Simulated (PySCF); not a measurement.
# C₃H₅NSeSi (SMILES N#C[C@H]1C[Se][SiH2]1): what the fields show

```yaml
atoms:
  - { symbol: N, position_ang: [0.6162, 2.3800, -1.3746] }
  - { symbol: C, position_ang: [0.3222, 1.5773, -0.6125] }
  - { symbol: C, position_ang: [-0.0204, 0.5360, 0.2981] }
  - { symbol: C, position_ang: [-1.3180, -0.1904, -0.0887] }
  - { symbol: Se, position_ang: [-0.8101, -2.1105, 0.1079] }
  - { symbol: Si, position_ang: [1.1714, -0.9840, 0.2811] }
  - { symbol: H, position_ang: [-0.0927, 0.9613, 1.3021] }
  - { symbol: H, position_ang: [-2.1678, 0.0457, 0.5506] }
  - { symbol: H, position_ang: [-1.5966, -0.0143, -1.1282] }
  - { symbol: H, position_ang: [1.8847, -1.1482, 1.5432] }
  - { symbol: H, position_ang: [2.0165, -1.0502, -0.9051] }
```

Geometry: GFN2-xTB.

Level of theory: B3LYP/def2-SVPD, SCF density, gas phase (PySCF).

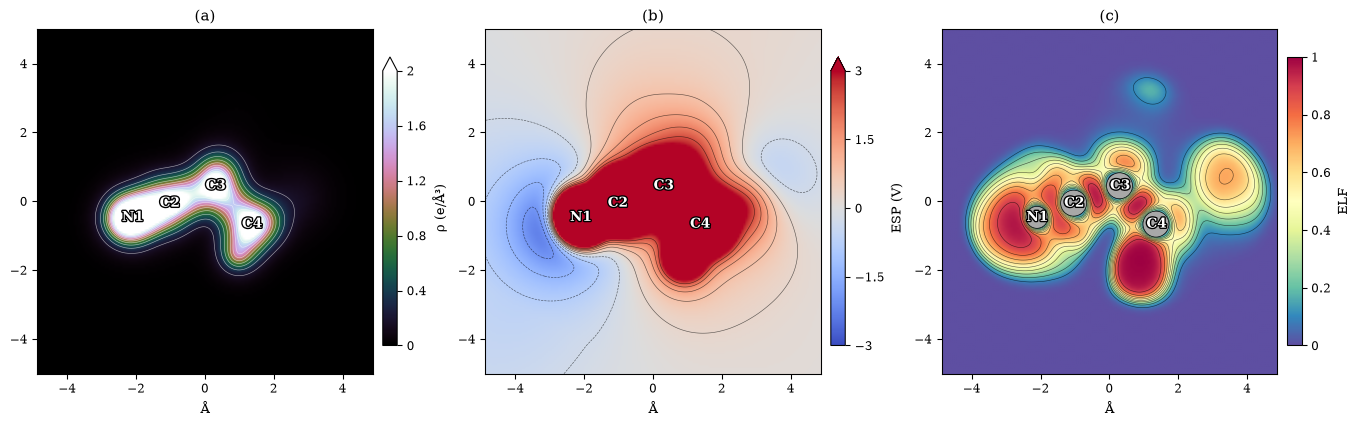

Figure 1. (a) electron density; (b) electrostatic potential; (c) ELF on the plane of atoms C2, C3 and C4. Grey discs cover the atomic cores in the ELF map.

What does the map show?

- The section cuts through N and C sites.
- C–N (1.15 Å): ρ is about 3.6 e/Å³ halfway; the ELF peaks at about 0.85 between the atoms; a short, multiple covalent bond.
- C–C (1.43 Å): ρ is about 1.9 e/Å³ halfway; the ELF peaks at about 0.95 between the atoms: a covalent bond.
- C–C (1.54 Å): ρ at the midpoint is about 1.6 e/Å³; the ELF peaks at about 0.95 between the atoms: a shared electron pair.
- The ELF also peaks beside N1, away from the bonds: lone-pair regions.
- Outside the dense part of the molecule the potential is most negative (−2.2 V) near N1.

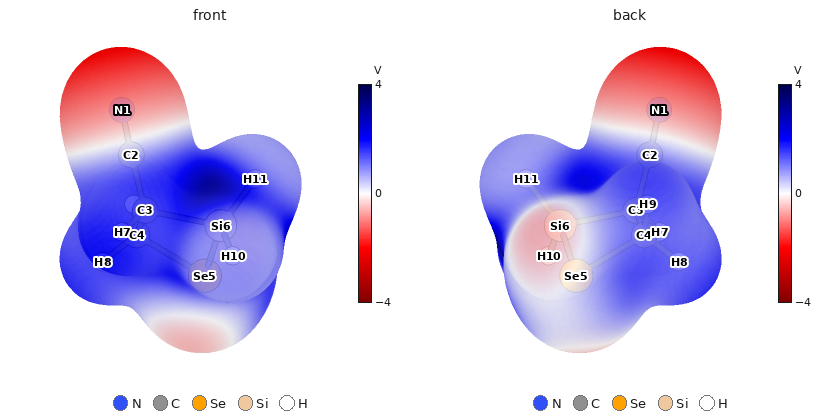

Figure 2. The molecular electrostatic potential painted on the density surface at 0.004 e/bohr³, seen from the front and from behind; red is negative and blue positive.

Where is the surface potential most negative and most positive?

The most negative region (about −2.1 V) lies over N1, the most positive (about +3.1 V) over Si6. N1 is the likeliest acceptor of a hydrogen bond.
